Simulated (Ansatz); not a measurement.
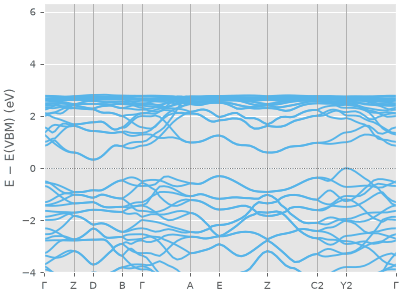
Band structure from r²SCAN in the plane-wave PAW code Ansatz

### Question
Read off the gap and where the band edges lie.

### Answer
About 0.3 eV (0.32 eV by a search for the band edges); maximum at Y2, minimum at D.

The material is LaAs2 in space group P2_1/c (No. 14; La on 4e, As on 4e, As on 4e).

The first step of the workflow began from a Materials Project structure, measured or hypothetical; the Crystallography Open Database copy checked does not list it. COD files the formula under space group No. 9, so this cell is another polymorph or a model. Its standing as an ambient phase is unchecked. The cell was relaxed with r²SCAN under the symmetry of its start; whether a distortion lowers the energy is not shown. Spin–orbit coupling is left out wherever it is not named.

Potentials: the later of the program's two PAW sets.
